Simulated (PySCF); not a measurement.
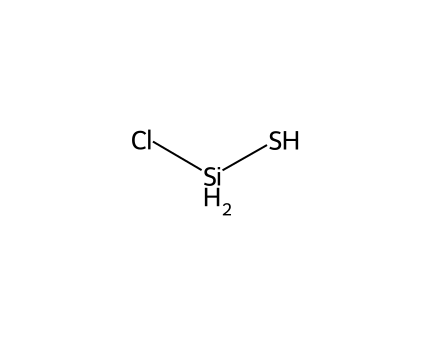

Skeletal drawing of a molecule.

Question: Transcribe the drawing into SMILES.

Answer: S[SiH2]Cl

Question: What is the molecular formula?

Answer: ClH3SSi.

Question: An optimisation with PBE0-D3(BJ)/def2-SVP gave a structure of which point group?

Answer: C1.

More results for the same structure follow; atom numbers are the same in all pictures, views and colours differ. Computed geometry: PBE0-D3(BJ)/def2-SVP optimisation. No frequency run is at hand to confirm it as a minimum.

Geometry

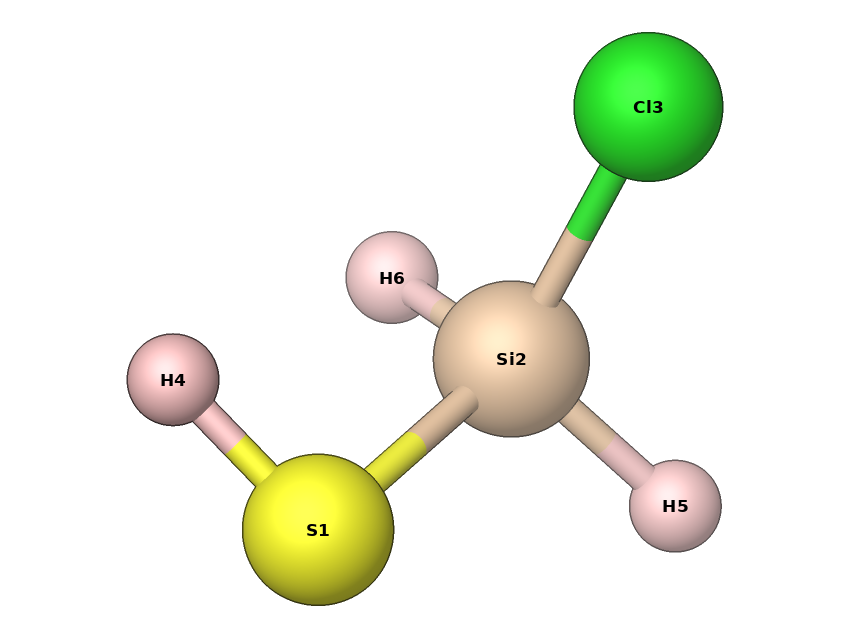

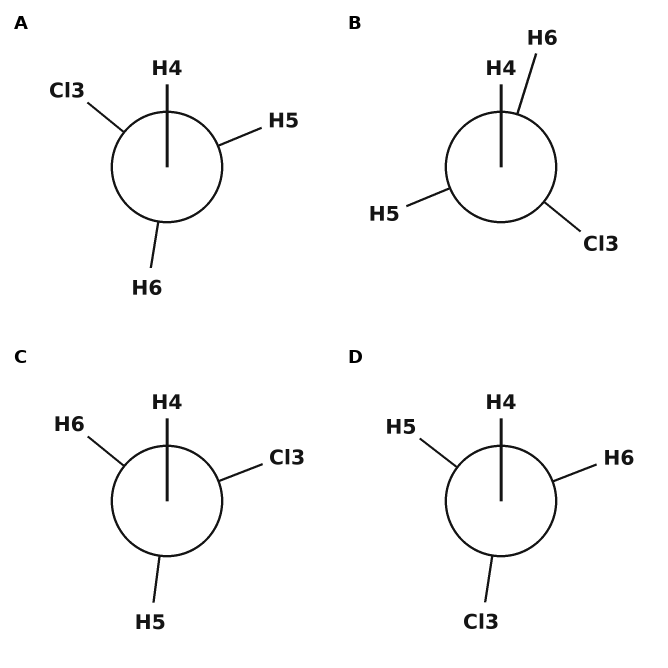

Depth is shown by fading: the farther an atom, the more it takes the colour of the background. Bonds that would overlap in a projection are set slightly apart. No frequency run is at hand to confirm it as a minimum.

Question: Which Newman projection shows the view along S1–Si2, with S1 in front?

Answer: C. The torsion angle H4–S1–Si2–Cl3 is 69°, synclinal (gauche).

Quadrupole coupling

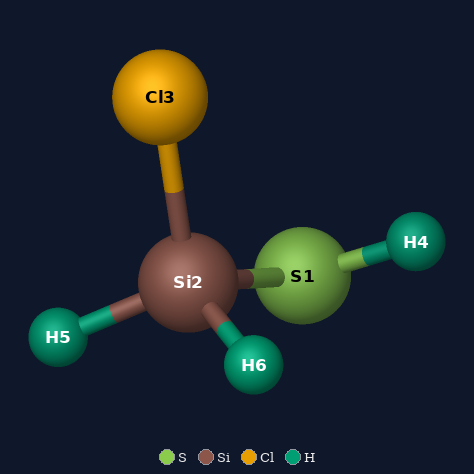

No frequency run is at hand to confirm it as a minimum. Electric field gradients from the ground-state density, PBE0/pcSseg-1 in acetone (IEF-PCM) (PySCF 2.14.0), non-relativistic apart from any core potentials.

Give the largest field-gradient component, the quadrupole coupling constant and the asymmetry for 33S at S1 (Q = −67.81 mb), 35Cl at Cl3 (Q = −81.7 mb).

```csv
atom,V_zz (a.u.),e²qQ/h (MHz),η
S1,−2.014,32.1,0.69
Cl3,2.209,−42.4,0.07
```

NMR shielding

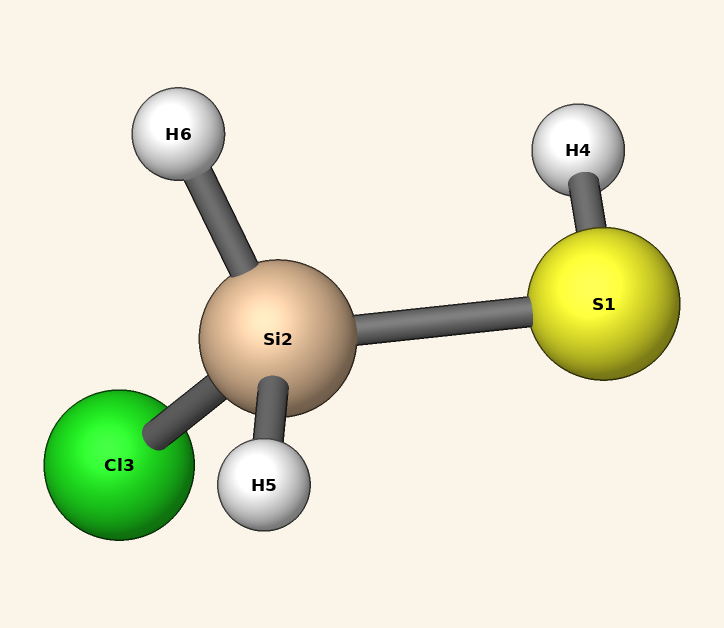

No frequency run is at hand to confirm it as a minimum. Method: GIAO PBE0/pcSseg-1 NMR shielding, non-relativistic, IEF-PCM methanol (PySCF 2.14.0). Principal shieldings σ11 ≤ σ22 ≤ σ33, span Ω = σ33 − σ11, skew κ = 3(σiso − σ22)/Ω.

Give the shielding tensors of the Si atoms.

```tsv
atom	σ11	σ22	σ33	σiso	Ω	κ
Si2	272.0	373.9	401.8	349.2	129.8	−0.57
```

Shieldings and span in ppm.

Levels of theory compared

No frequency run is at hand to confirm it as a minimum. Program: PySCF 2.14.0.

At this fixed geometry, give HOMO–LUMO gap (eV) at these levels: PBE0/def2-SVPD; PBE0/def2-SVPD in acetone (IEF-PCM); PBE0/def2-SVPD in chloroform (IEF-PCM); PBE0/pcSseg-1 in acetone (IEF-PCM); PBE0/pcSseg-1 in chloroform (IEF-PCM); PBE0/pcSseg-1 in methanol (IEF-PCM); WP04/pcSseg-1 in chloroform (IEF-PCM); ωB97X-D/pcSseg-1 in chloroform (IEF-PCM).

| level | HOMO–LUMO gap (eV) |
| --- | --- |
| PBE0/def2-SVPD | 7.69 |
| PBE0/def2-SVPD in acetone (IEF-PCM) | 7.74 |
| PBE0/def2-SVPD in chloroform (IEF-PCM) | 7.72 |
| PBE0/pcSseg-1 in acetone (IEF-PCM) | 8.02 |
| PBE0/pcSseg-1 in chloroform (IEF-PCM) | 8.00 |
| PBE0/pcSseg-1 in methanol (IEF-PCM) | 8.02 |
| WP04/pcSseg-1 in chloroform (IEF-PCM) | 7.00 |
| ωB97X-D/pcSseg-1 in chloroform (IEF-PCM) | 11.63 |
